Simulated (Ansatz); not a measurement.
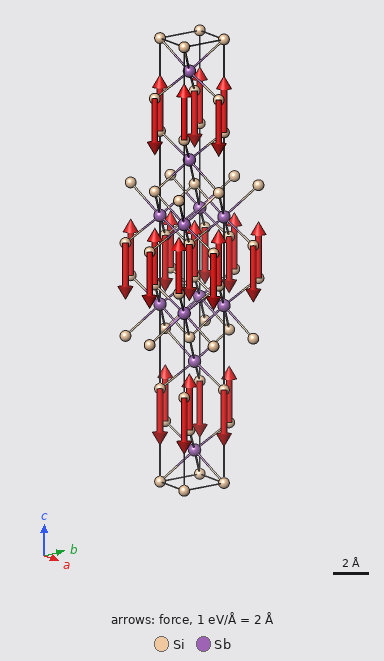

Starting geometry of crystalline Si$_{3}$Sb$_{2}$ (built on the tetradymite_166 type) (coarse preliminary run) with the computed forces as red arrows. The picture is a ball-and-stick view of the conventional cell (3 times the calculation's cell), seen slightly off an axis. Lengths and directions refer to the drawn axes.

Case: anti-tetradymite type (R-3m, No. 166).

Theory: DFT PBE, scalar-relativistic, plane waves, PAW (Ansatz 0.2.0).

Input
```yaml
crystal:
  lattice:
    - [1.8509624786, 1.0686536853, 8.5801499993]
    - [-1.8509624786, 1.0686536853, 8.5801499993]
    - [0.0, -2.1373073705, 8.5801499993]
  atoms:
    - { symbol: Si, position: [0.0, 0.0, 0.0] }
    - { symbol: Si, position: [0.2095, 0.2095, 0.2095] }
    - { symbol: Si, position: [0.7905, 0.7905, 0.7905] }
    - { symbol: Sb, position: [0.4, 0.4, 0.4] }
    - { symbol: Sb, position: [0.6, 0.6, 0.6] }
basis:
  ecutwfc: 420
kpoints:
  mp_grid: { grid: [6, 6, 6] }
hamiltonian:
  xc: pbe
scf:
  occupations: { method: gaussian, width: 0.1 }
  lower_state_search: "off"
output:
  forces: true
  stress: true
  eigenvalues: true
relax:
  adjacent_minimum: "off"
  f_tol: 0.04
  max_steps: 70
  cell: { stress_tol: 0.4 }
```

Command:
```bash
ansatz run input.yaml --threads 1 --pin off --max-ram 2560MiB --backend cpu --events-out ev --progress --plain --runs-dir out
```

> Is this structure relaxed? If not, where do the atoms go?

It isn't relaxed: the largest force vector, on Si atoms, is 1.66 eV/Å. The atoms end up moving mostly along the starting forces (cosine between the two patterns 1.00). After 7 accepted moves (8 points after the start) the energy has fallen by 1.412 eV per cell of the calculation. The largest force component goes from 1.7 to 0.021 eV/Å. Pressure: 9.92 GPa at the start and −0.02 GPa at the end. The SCF was repeated once at an unchanged geometry on a basis and grid sized afresh for the cell, which shifted the energy by 1.6 meV per cell of the calculation at most. The largest moves relative to the cell, 0.58 Å, are those of Si2 and Si3. Si3 goes along +c. Largest moves by element: Si 0.58 Å, Sb 0.02 Å. The volume changes by +5.4 %, with a = b 3.702 → 3.862 Å (+4.3 %), c 25.740 → 24.915 Å (−3.2 %). Some distances before and after: Si2–Si3 3.071 → 2.431 Å, Si2–Sb5 2.595 → 3.015 Å, Si1–Sb4 2.741 → 2.768 Å. New bonds form: Si2–Si3 (3.07 → 2.43 Å). Among the angles between lasting bonds that change: Sb4–Si3–Sb4 91.0° → 79.7°, Si3–Sb4–Si3 91.0° → 79.7°, Si1–Sb4–Si3 91.9° → 95.8°. The space group stays R-3m (No. 166).
